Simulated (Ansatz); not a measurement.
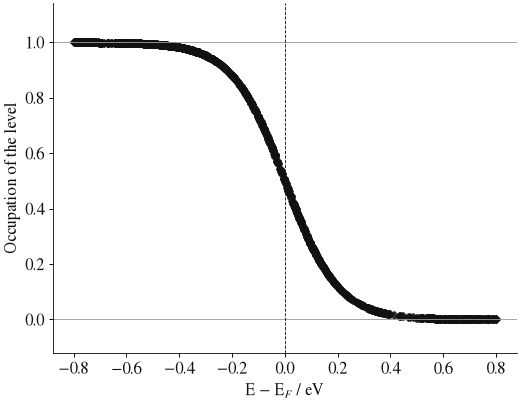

Occupations of the one-electron levels of the k mesh against their energy, from a run on IF, space group C2/m, 8 atoms in the cell, with Ansatz.

> Which smearing scheme was used (Fermi-Dirac, Gaussian, Methfessel-Paxton or cold), and about what width?

Fermi-Dirac smearing with a width of 0.1 eV. The occupations stay between 0 and 1 and have long exponential tails; the slope at the Fermi level is 1/(4 × width).
